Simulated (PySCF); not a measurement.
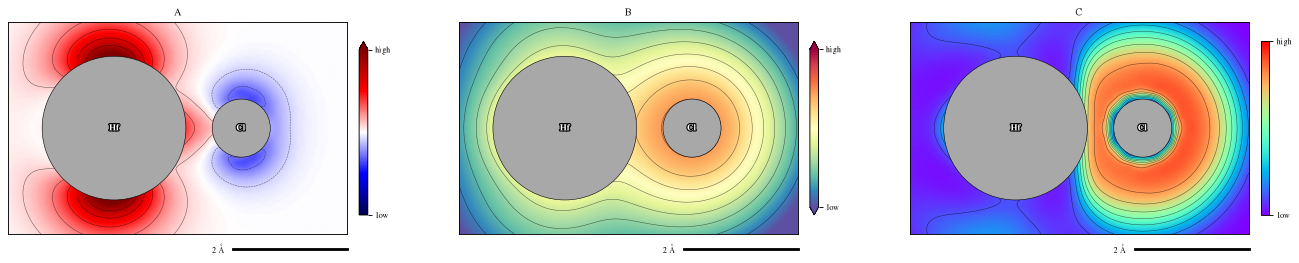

HfCl (charge +1, triplet): 3 fields on a plane that holds the molecular axis, with unlabelled colour scales. Grey discs cover the atomic cores.

Core potentials replace the inner electrons of Hf.

Theory: PySCF, PBE0/def2-TZVPPD, non-relativistic Hamiltonian with scalar-relativistic core potentials where named, at a bond length of 2.231 Å.

**The panels show electron density, electron localisation function and spin density in some order. Assign them.**

Panel A: spin density (confined to the atoms that carry the unpaired spin). Panel B: electron density. Panel C: electron localisation function. From the grid: Hf–Cl (2.23 Å): the density is about 0.79 e/Å³ at the midpoint; the ELF peaks at about 0.80 in the valence shell of Cl, 0.8 Å from its nucleus, and is about 0.40 at the midpoint.
